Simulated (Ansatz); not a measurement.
# BN (F-43m): phonons against volume, part 2 of 4

Which modes of BN drive its thermal expansion? The starting cell is a computed one from a database.

Ansatz 0.2.0; DFT LDA, scalar-relativistic, plane waves, PAW; PAW set soft_1.

So far. Step 2 (Probe on a coarse mesh): The start is under -14 GPa at this level and looks like an insulator or semiconductor on this mesh. Step 5 (Relaxing to small residual forces and stress): The residual pressure is -0.0079 GPa, small enough for phonons.

## (6) Lattice dynamics at this volume, V/V0 1

The same q-mesh and k-mesh are kept at every volume, so that much of their error can cancel in the differences.

Input file input.yaml:

```yaml
crystal:
  lattice:
    - [0.0, 1.7899253114, 1.7899253114]
    - [1.7899253114, 0.0, 1.7899253114]
    - [1.7899253114, 1.7899253114, 0.0]
  atoms:
    - { symbol: B, position: [0.0, 0.0, 0.0] }
    - { symbol: "N", position: [0.75, 0.75, 0.75] }
kpoints:
  mp_grid: { grid: [12, 12, 12] }
hamiltonian:
  xc: lda
  pseudopotentials: { kind: paw, azcp: { folder: soft_1 }, xc_functional: pbe }
scf:
  occupations: { method: fixed }
  lower_state_search: "off"
output:
  eigenvalues: true
phonons:
  method: dfpt
  dielectric: true
  rigid_motions: translations
  qmesh: [4, 4, 4]
  temperatures: { t_max: 1000, t_step: 50 }
  qpath:
    path:
      - [[0.0, 0.0, 0.0], [-0.5, -0.5, 0.0], [-0.375, -0.375, 0.25]]
      - [[-0.375, 0.0, 0.375], [0.0, 0.0, 0.0], [0.0, 0.0, 0.5], [-0.5, -0.25, 0.25], [-0.5, -0.5, 0.0]]
    npoints: 10
```

On the command line:

```
$ ansatz run input.yaml --threads 8 --pin off --max-ram 16384MiB --backend cpu --events-out ev --progress --plain --runs-dir out
```

Numbers of over 12 decimals in the logs are rounded to 6 here.

The log of the run:

```text
Warning: phonons: the dynamical matrix that this run interpolates holds no multipole term above the dipole-dipole one, and a site of this crystal is no centre of inversion, so its interpolated transverse optical and acoustic branches and sound speeds can stay off near Gamma, and the density of states and the thermodynamics with them. What a run solves at a wave vector of phonons.qpoints, Gamma apart, where the deck admits one, is free of this, and under fd what a larger phonons.supercell samples
[...]
Crystal: 2 atoms, lattice volume = 11.469 Å³
Basis set: ecut = 420 eV, 229 PW (Γ), exchange–correlation on 36×36×36 points (8 copies of the dense FFT grid, shifted against one another)
Bands: 8, of which v1, the nominal top of the filled ones, is band 4 counted from 1 (3 counted from 0)
Symmetry: 24 space group operations
k-points: 280 of 1728 (irreducible under 4 space group operations, time reversal used)
[...]
SCF iter   1: F=—  HF=-527.250169 eV  |F-HF|=—  |Δ(HF+E_count)|=         —  Δρ=1.50e-1  dr2=2.05e0  ethr=3.10e-3  ⟨swp⟩=3.9  Hψ=12719  notcnv=0  defer=439
[...]
SCF iter   7: F=-526.471164 eV  HF=-526.471164 eV  |F-HF|=1.09e-11  |Δ(HF+E_count)|=  3.68e-11  Δρ=6.74e-7  dr2=2.85e-11  ethr=1.25e-12  ⟨swp⟩=5.5  Hψ=13508  notcnv=0
SCF 1 converged in 7 iterations: F = -526.471164 eV  dr2 = 2.85e-11
[...]
NSCF: frozen V_eff on 1 k-points
DFPT response loops at Γ: preconditioner auto → none (the input reference at scf.mixing.eps_inf says where Resta's filter doesn't serve); β = 0.50; Broyden in place of MSR1
[...]
SCF converged after 7 iterations
Free energy (F): -526.471164 eV
[...]
Internal energy: -526.471164 eV  (E = F + TS)
E sigma→0 (E₀):  -526.471164 eV
Fermi energy:    11.389176 eV
[...]
--- Band table (eV; the first three rows and the last of 280) ---
[...]
--- Phonons (Γ-DFPT): 2 representative perturbations + reference, on 280 of 1728 k-points (Σ response iterations 6) ---
  k mesh reduced under 4 symmetry operations, with k and −k counted as one. Each operation leaves every solved perturbation unchanged. A smaller set is not considered because the run solves the response to a homogeneous field
  ASR residual: 7.337e-5 → 0.000e0 eV/Å²; symmetrization residual: 4.626e-7 eV/Å²
  ASR residual per site (eV/Å²): 7.34e-5 5.64e-5
  Γ frequencies (cm⁻¹): 0.00 0.00 0.00 1066.73 1066.73 1066.73
  ε∞ (high-frequency dielectric tensor):
        4.566096     0.000000    -0.000000
       -0.000000     4.566096     0.000000
        0.000000     0.000000     4.566096
  ε⁰ (static dielectric tensor: ions relaxed, cell fixed):
        6.743989    -0.000000     0.000000
       -0.000000     6.743989    -0.000000
        0.000000    -0.000000     6.743989
  ε⁰ − ε∞ (ionic part):
        2.177893    -0.000000     0.000000
       -0.000000     2.177893    -0.000000
        0.000000    -0.000000     2.177893
  softest optical mode at Γ: 1066.73 cm⁻¹; the repairs (sum rule, projections) moved no ω² at Γ by more than (1.38 cm⁻¹)²
  Born effective charges Z* (e; rows j = field, columns β = displacement):
    site 0:
         1.87732   -0.00000    0.00000
         0.00000    1.87732   -0.00000
         0.00000   -0.00000    1.87732
    site 1:
        -1.87732    0.00000   -0.00000
        -0.00000   -1.87732    0.00000
        -0.00000    0.00000   -1.87732
  Z* charge neutrality: 5.643e-7 e pre-enforcement
  k-mesh period / interband length: 30.4 Å / 1.29 Å = 23.53 at k = (0.0000, -0.5000, -0.5000), direct gap 9.462 eV — 14 or more, which is no proof of convergence
  optical modes at Γ without the LO–TO term, one row a degenerate level:
      ω (cm⁻¹)  modes    IR ((D/Å)²/amu)
       1066.73      3            39.9797
  optical modes at Γ + LO–TO along q̂ = [1.0000, 0.0000, 0.0000]:
      ω (cm⁻¹)  modes    IR ((D/Å)²/amu)
       1066.73      2            26.6531
       1296.40      1            13.3266
  optical modes at Γ + LO–TO along q̂ = [0.0000, 1.0000, 0.0000]:
      ω (cm⁻¹)  modes    IR ((D/Å)²/amu)
       1066.73      2            26.6531
       1296.40      1            13.3266
  optical modes at Γ + LO–TO along q̂ = [0.0000, 0.0000, 1.0000]:
      ω (cm⁻¹)  modes    IR ((D/Å)²/amu)
       1066.73      2            26.6531
       1296.40      1            13.3266
--- Phonons (arbitrary-q DFPT): 8 irreducible q on the 4×4×4 mesh ---
  q = [0.0000, 0.0000, 0.0000] (star 1, of the zone-centre solve; hermiticity 3.62e-8, symmetrization 3.73e-15): -0.00 -0.00 0.00 1066.73 1066.73 1066.73
  q = [0.0000, 0.0000, 0.2500] (star 8, 2 solved perturbations on 936 of 1728 k-point pairs; hermiticity 8.54e-9, symmetrization 9.01e-15): 354.68 354.68 638.21 1035.75 1035.75 1259.67
[...]
q = [0.0000, 0.2500, 0.2500] (star 6, 4 solved perturbations in 1608 linear systems a pass and spin channel, the states on 510 of 1728 k-point pairs; hermiticity 7.35e-9, symmetrization 8.06e-15): 478.35 478.35 656.84 1015.77 1015.77 1271.77
[...]
sum rule: each row above includes the acoustic sum rule's correction from the zone centre's row sums; it moved no ω² by more than (1.36 cm⁻¹)²
  mesh force constants: q→R imaginary residual 2.02e-18; ASR residual 7.337e-5 → 0.000e0 eV/Å²; symmetrization residual 2.132e-14 eV/Å²
  interpolated dispersion: 63 rows × 6 modes
  density of states and harmonic sums: on the 32×32×32 q-mesh, interpolated from the force constants of a 4×4×4 supercell (with the dipole–dipole term)
  largest difference from the sums on the solved wave vectors: F 5.27e-3 eV, S 9.41e-6 and C_V 3.94e-6 eV/K
  zero-point energy: 0.321308 eV/cell   skipped modes (ω ≤ 0): 3   left out of the sums: 1.53e-5 of the cell's modes: C_V's classical limit lies that fraction below 3 k_B per atom; for a crystal, a wire or a layer, F and S can be off by more, and a phonons.interpolated_qmesh denser along its periods is the remedy for the sampling
```

The job ended after 28 s (8 threads of Arm Neoverse N1, shared host; peak memory 0.7 GiB).

This step gave:

| Property | Result |
| --- | --- |
| Γ frequencies | 0, 0, 0, 1067, 1067, 1067 cm⁻¹ (negative: imaginary) |
| lowest frequency on the path | 0 cm⁻¹ |
| zero-point energy | 0.3213 eV/cell |
| point group | -43m |
| highest frequency | 1296 cm⁻¹ |
| Debye temperature from the second moment | 1665 K |

LO-TO term included. The phonon branches at the labelled points (cm⁻¹):

```
    point  branch 1  branch 2  branch 3  branch 4  branch 5  branch 6
        Γ         0         0         0      1067      1067      1296
        X       705       705       930       930      1025      1166
        U       667       873       893       943       987      1098
jump to K       667       873       893       943       987      1098
        Γ         0         0         0      1067      1067      1296
        L       488       488       986      1009      1009      1148
        W       793       816       887       990       994      1024
        X       705       705       930       930      1025      1166
```

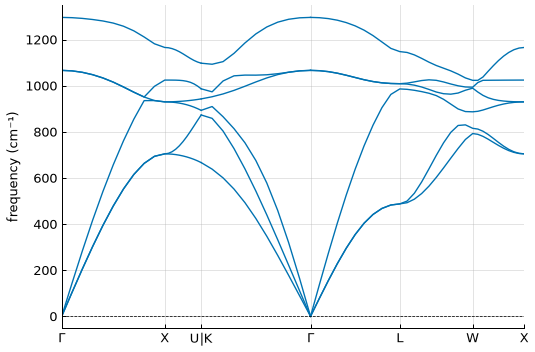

Phonon branches along the path.

The phonon density of states has structure finer than the step of the table below, so its rows give means over 50 cm⁻¹, whole bins alone (the curve runs from 5 to 1295 cm⁻¹). Peaks (cm⁻¹: height): 1025.0: 0.0306, 1095.0: 0.00759.

Tetrahedra on 32 32 32, mean over bins of 10 cm⁻¹. Phonon density of states against wavenumber; means over each step:

```
wavenumber (cm⁻¹)  phonon density of states (1/cm⁻¹/cell)
               50                                  1.8e-5
              100                                  8.3e-5
              150                                  1.9e-4
              200                                  3.4e-4
              250                                  5.6e-4
              300                                  8.5e-4
              350                                 0.00126
              400                                 0.00183
              450                                 0.00281
              500                                 0.00475
              550                                 0.00536
              600                                 0.00577
              650                                 0.00624
              700                                 0.00629
              750                                 0.00476
              800                                 0.00444
              850                                 0.00401
              900                                 0.00717
              950                                  0.0119
             1000                                  0.0209
             1050                                  0.0116
             1100                                 0.00556
             1150                                 0.00500
             1200                                 0.00396
             1250                                 0.00340
```

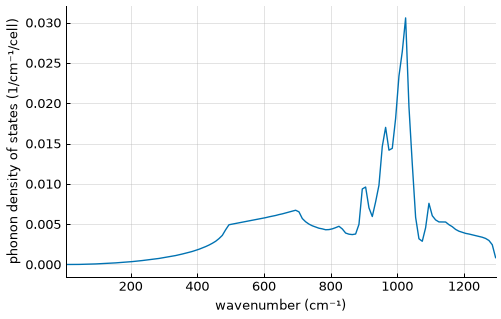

Phonon density of states against wavenumber.

Harmonic. Thermo, by row:

```
T (K)  F_vib (meV/atom)  S (J/mol-atom/K)  C_V (J/mol-atom/K)
    0             160.7                 0                   0
   50             160.7             0.012               0.039
  100             160.6             0.117               0.395
  150             160.5             0.454               1.473
  200             160.1              1.11               3.279
  250             159.3             2.078               5.525
  300             157.9             3.294               7.877
  350             155.8             4.678                10.1
  400               153             6.159               12.08
  450             149.4             7.684                13.8
  500             145.1             9.215               15.25
  550             139.9             10.73               16.48
  600               134             12.21               17.52
  650             127.3             13.65               18.39
  700             119.8             15.04               19.13
  750             111.7             16.38               19.76
  800             102.9             17.67                20.3
  850             93.38             18.92               20.76
  900             83.26             20.11               21.16
  950             72.54             21.27               21.51
 1000             61.23             22.38               21.81
```

The modes has structure finer than the step of the table below, so its rows give means over 100 cm⁻¹, whole bins alone (the curve runs from -10 to 1344 cm⁻¹). Peaks (cm⁻¹: height): B 1020.6: 0.0149, 1105.7: 0.00402; N 901.3: 0.00597, 1020.6: 0.0117.

Phonopy on the run's constants, 21x21x21 mesh, Gaussian sigma 9.7 cm⁻¹. The modes by wavenumber; means over each step; values in 1/cm⁻¹/cell:

```
wavenumber (cm⁻¹)        B        N
              100   4.2e-5   5.6e-5
              200   1.6e-4   2.0e-4
              300   3.8e-4   4.9e-4
              400   8.2e-4  0.00105
              500  0.00195  0.00251
              600  0.00255  0.00322
              700  0.00267  0.00329
              800  0.00183  0.00258
              900  0.00255  0.00429
             1000   0.0102  0.00832
             1100  0.00349  0.00201
             1200  0.00262  0.00143
```

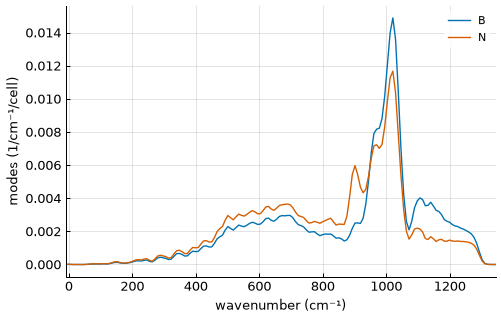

Modes against wavenumber.

Born charge (rows field, columns displacement) (e), principal values of the symmetric part by kind of site:

```
atom  atoms with these values    low  middle   high   mean
  B1                        1   1.88    1.88   1.88   1.88
  N2                        1  -1.88   -1.88  -1.88  -1.88
```

In full for N2:

```
-1.88  0.00  0.00
 0.00 -1.88  0.00
 0.00  0.00 -1.88
```

ε∞:

```
4.57 0.00 0.00
0.00 4.57 0.00
0.00 0.00 4.57
```

No LO-TO term. The modes at Γ (shares of kinetic energy by element, %):

```
mode  frequency (cm⁻¹)  symmetry  B %  N %
   1               0.0        T2   44   56
   2               0.0        T2   44   56
   3               0.0        T2   44   56
   4            1066.7        T2   56   44
   5            1066.7        T2   56   44
   6            1066.7        T2   56   44
```

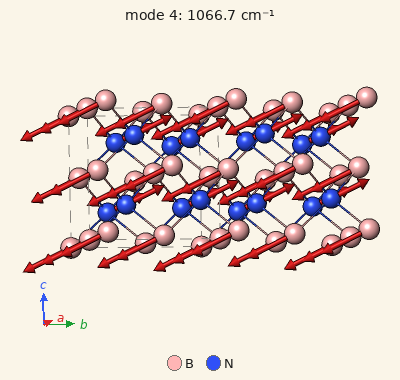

Displacement patterns of mode 4 at Γ; arrows are exaggerated. Bonds to atoms that aren't drawn are left out. 2×2×1 conventional cells are drawn. Some periodic images of atoms are drawn too.

No mode is imaginary beyond numerical noise at the solved wavevectors.

## (7) A cell at another volume, V/V0 1.015

Symmetry fixes every atom, so a single point at the scaled cell gives the energy and pressure of this member.

input.yaml, the sections that differ from step 6:

```yaml
crystal:
  lattice:
    - [0.0, 1.7988305591, 1.7988305591]
    - [1.7988305591, 0.0, 1.7988305591]
    - [1.7988305591, 1.7988305591, 0.0]
  atoms:
    - { symbol: B, position: [0.0, 0.0, 0.0] }
    - { symbol: "N", position: [0.75, 0.75, 0.75] }
output:
  forces: true
  stress: true
  eigenvalues: true
# kpoints, hamiltonian, scf: as in step 6
# phonons: removed
```

The log of the run:

```text
[...]
Crystal: 2 atoms, lattice volume = 11.641 Å³
Basis set: ecut = 420 eV, 259 PW (Γ)
Bands: 8, of which v1, the nominal top of the filled ones, is band 4 counted from 1 (3 counted from 0)
Symmetry: 24 space group operations
[...]
k-points: 72 of 1728 (time reversal used)
[...]
SCF iter   1: F=—  HF=-527.221704 eV  |F-HF|=—  |Δ(HF+E_count)|=         —  Δρ=1.46e-1  dr2=2.00e0  ethr=3.10e-3  ⟨swp⟩=3.8  Hψ=3268  notcnv=0  defer=111
[...]
SCF iter   7: F=-526.468006 eV  HF=-526.468006 eV  |F-HF|=2.03e-11  |Δ(HF+E_count)|=  6.72e-11  Δρ=7.62e-7  dr2=4.13e-11  ethr=6.93e-11  ⟨swp⟩=2.0  Hψ=1728  notcnv=0
SCF 1 converged in 7 iterations: F = -526.468006 eV  dr2 = 4.13e-11
[...]
SCF converged after 7 iterations
Free energy (F): -526.468006 eV
[...]
Internal energy: -526.468006 eV  (E = F + TS)
E sigma→0 (E₀):  -526.468006 eV
Fermi energy:    11.144038 eV
[...]
--- Stress (GPa, compression-positive) ---
       -5.825012       0.000000      -0.000000
        0.000000      -5.825012       0.000000
       -0.000000       0.000000      -5.825012
  P = ⅓ Tr σ = -5.8250 GPa (-58.250 kbar)
--- Band table (eV; the first three rows and the last of 72) ---
[...]
```

The job ended after 0.41 s (8 threads; peak memory 0.25 GiB).

This step gave:

- pressure: -5.825 GPa
- gap on the k-mesh: 4.373 eV
- volume per atom: 5.821 Å³/atom

At this level the gap is 4.37 eV on the k-mesh of the self-consistent run, which can miss the band edges.

## (8) Lattice dynamics at this volume, V/V0 1.015

The same q-mesh and k-mesh are kept at every volume, so that much of their error can cancel in the differences.

input.yaml, the sections that differ from step 7:

```yaml
output:
  eigenvalues: true
phonons:
  method: dfpt
  dielectric: true
  rigid_motions: translations
  qmesh: [4, 4, 4]
  temperatures: { t_max: 1000, t_step: 50 }
  qpath:
    path:
      - [[0.0, 0.0, 0.0], [-0.5, -0.5, 0.0], [-0.375, -0.375, 0.25]]
      - [[-0.375, 0.0, 0.375], [0.0, 0.0, 0.0], [0.0, 0.0, 0.5], [-0.5, -0.25, 0.25], [-0.5, -0.5, 0.0]]
    npoints: 10
# crystal, kpoints, hamiltonian, scf: as in step 7
```

The log of the run:

```text
[...]
Crystal: 2 atoms, lattice volume = 11.641 Å³
Basis set: ecut = 420 eV, 259 PW (Γ), exchange–correlation on 36×36×36 points (8 copies of the dense FFT grid, shifted against one another)
Bands: 8, of which v1, the nominal top of the filled ones, is band 4 counted from 1 (3 counted from 0)
Symmetry: 24 space group operations
[...]
optical modes at Γ + LO–TO along q̂ = [0.0000, 1.0000, 0.0000]:
      ω (cm⁻¹)  modes    IR ((D/Å)²/amu)
       1047.17      2            26.8553
       1278.18      1            13.4277
  optical modes at Γ + LO–TO along q̂ = [0.0000, 0.0000, 1.0000]:
      ω (cm⁻¹)  modes    IR ((D/Å)²/amu)
       1047.17      2            26.8553
       1278.18      1            13.4277
--- Phonons (arbitrary-q DFPT): 8 irreducible q on the 4×4×4 mesh ---
[...]
interpolated dispersion: 63 rows × 6 modes
[...]
[key lines of the parts left out:]
SCF converged after 8 iterations
Free energy (F): -526.468006 eV
Fermi energy:    11.144045 eV
```

Elapsed: 28 s, on 8 threads; peak memory 0.71 GiB.

No mode is imaginary beyond numerical noise at the solved wavevectors. The highest zone-centre mode (no LO–TO term) moved by -1.8 % for a volume change of +1.5 %.

## (9) Single point at a scaled cell, V/V0 0.985

Symmetry fixes every atom, so a single point at the scaled cell gives the energy and pressure of this member.

input.yaml, the sections that differ from step 8:

```yaml
crystal:
  lattice:
    - [0.0, 1.7809305601, 1.7809305601]
    - [1.7809305601, 0.0, 1.7809305601]
    - [1.7809305601, 1.7809305601, 0.0]
  atoms:
    - { symbol: B, position: [0.0, 0.0, 0.0] }
    - { symbol: "N", position: [0.75, 0.75, 0.75] }
output:
  forces: true
  stress: true
  eigenvalues: true
  write_density: true
  write_potential: true
  elf: true
  volumetric_format: npy
# kpoints, hamiltonian, scf: as in step 8
# phonons: removed
```

The log of the run:

```text
[...]
Crystal: 2 atoms, lattice volume = 11.297 Å³
Basis set: ecut = 420 eV, 229 PW (Γ)
Bands: 8, of which v1, the nominal top of the filled ones, is band 4 counted from 1 (3 counted from 0)
Symmetry: 24 space group operations
[...]
k-points: 72 of 1728 (time reversal used)
[...]
Free energy (F): -526.467994 eV
[...]
Internal energy: -526.467994 eV  (E = F + TS)
E sigma→0 (E₀):  -526.467994 eV
Fermi energy:    11.638692 eV
[...]
--- Stress (GPa, compression-positive) ---
        6.234024       0.000000      -0.000000
        0.000000       6.234024       0.000000
        0.000000       0.000000       6.234024
  P = ⅓ Tr σ = 6.2340 GPa (62.340 kbar)
--- Band table (eV; the first three rows and the last of 72) ---
[...]
[key lines of the parts left out:]
SCF converged after 7 iterations
```

Wall time 0.53 s (8 threads); peak memory 0.26 GiB; 2.4 s of CPU time.

The run ends at a pressure of 6.23 GPa.

(Part 2 of 4 ends here.)

[Logs are printed without paths, hosts, clocks, repeated set-up lines and the standing remarks that a program may print on its own settings, such as how far it seeks lower states.]

[Hosts, paths, dates, database ids (printed as entryN), source tags and the programs' standing remarks are cut or masked in the printed files.]

[A step with changed settings may run another functional than the one named; its input shows which.]

[Of the runs on displaced cells, only some may be shown.]
